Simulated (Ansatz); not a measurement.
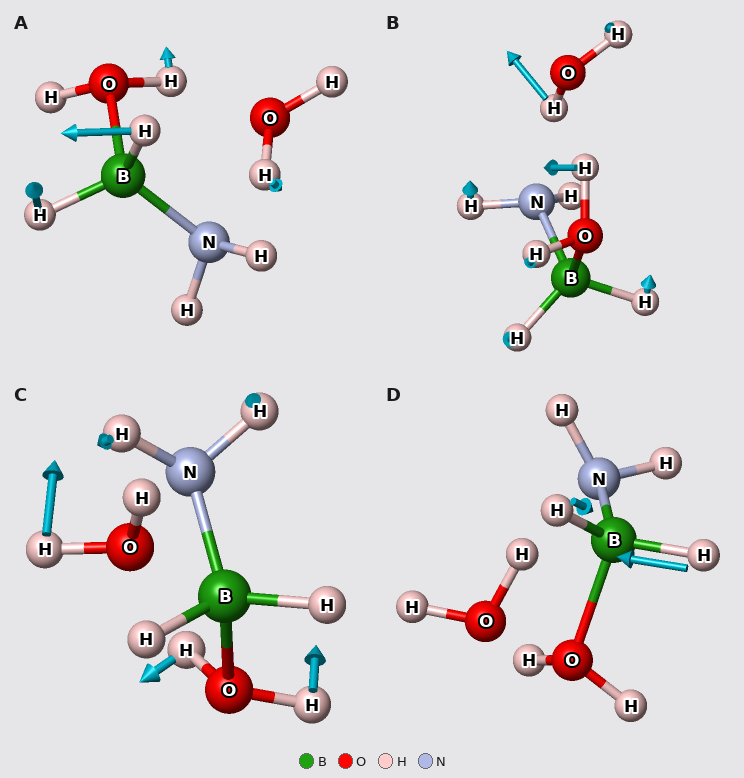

4 normal modes of one molecule or complex, as arrows. Harmonic vibrations computed with RKS PBE0-D4/def2-TZVP (Ansatz 0.2.0) at a stationary point of the same level.

**Match the panels to the wavenumbers 309 cm⁻¹, 1001 cm⁻¹, 1210 cm⁻¹, 2470 cm⁻¹.**

A: 1210 cm⁻¹, H–B–H bending
B: 1001 cm⁻¹
C: 309 cm⁻¹
D: 2470 cm⁻¹, B–H stretching
